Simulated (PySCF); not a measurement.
# C5H12BN: electronic excitations

Wanted: the electronic excitations of C5H12BN (`C[BH2-][N+]#CC(C)C`), by calculation.

Computed with PySCF 2.14.0, with density-fitted response routines of our own, on a single molecule in the gas phase. Atoms count from 0, in the outputs and in this text.

### 1 The starting structure

19 atoms, charge 0, multiplicity 1; geometry from: GFN2-xTB.

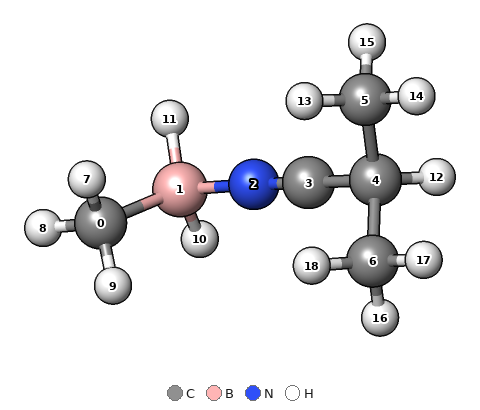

As it starts; carbon grey, boron pink, nitrogen blue, hydrogen white, atoms numbered.

### 2 Ultraviolet spectrum: wB97X-D/def2-SVPD

Job settings and geometry (Å):

```
{"job": {"kind": "uv", "xc": "wB97X-D", "basis": "def2-SVPD", "nstates": 8, "ntriplets": 3}, "charge": 0, "multiplicity": 1}
C     -2.948765     0.049352     0.584936
B     -2.345658     0.504957    -0.868261
N     -0.894763     0.302784    -0.773976
C      0.228257     0.109325    -0.618450
C      1.632664    -0.125847    -0.389978
C      2.212377     1.021224     0.445986
C      1.818810    -1.478289     0.307895
H     -2.545250     0.644660     1.402552
H     -4.027614     0.178192     0.589130
H     -2.743169    -0.997063     0.804849
H     -2.708604    -0.191164    -1.767938
H     -2.493198     1.668159    -1.093565
H      2.132299    -0.151161    -1.366973
H      1.724202     1.065268     1.416768
H      3.277245     0.863479     0.598135
H      2.068577     1.974030    -0.057537
H      1.406497    -2.283184    -0.295567
H      2.877877    -1.667500     0.464771
H      1.318413    -1.477971     1.273363
```

Level: TDDFT wB97X-D/def2-SVPD, vertical, gas phase, core orbitals frozen in the response.

Run with:

```
$ OMP_NUM_THREADS=1 python probes_run.py task.json out
```

This one command runs all jobs of the session in turn.

Predict these results of the whole session: lowest singlet (wB97X-D/def2-SVPD); brightest single state of those computed; lowest triplet.

As calculated:

| quantity | value |
| --- | --- |
| lowest singlet (wB97X-D/def2-SVPD) | 5.82 eV (213 nm), f = 0.003 |
| brightest single state of those computed | state 4, 6.93 eV, f = 0.683 |
| lowest triplet | 5.27 eV |

**Reading.** The lowest singlet, at 5.82 eV, is HOMO→LUMO 0.64, HOMO→LUMO+2 0.14 and is weak; of the 8 states computed, the strongest absorption comes from state 4 at 6.93 eV. The lowest triplet lies 0.55 eV below the lowest singlet (triplets in Tamm-Dancoff, singlets in full TDDFT).
